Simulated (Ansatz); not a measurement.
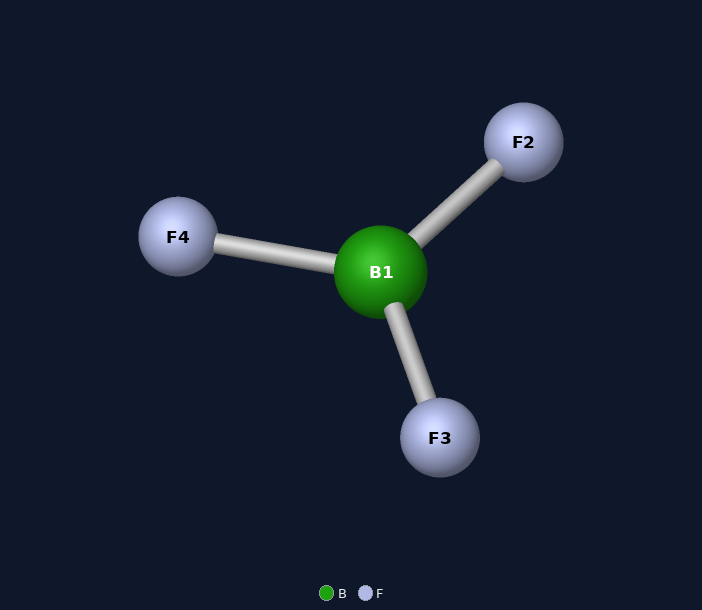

Harmonic vibrations computed with RKS PBE0-D4/def2-TZVP (Ansatz 0.2.0) at a stationary point of the same level.

Is this a minimum or a saddle point?

Answer. A minimum: no imaginary frequency, and the lowest mode lies at 475 cm⁻¹.

List the wavenumbers.

Answer. 6 modes: 475, 475, 690, 897, 1487, 1487 cm⁻¹.
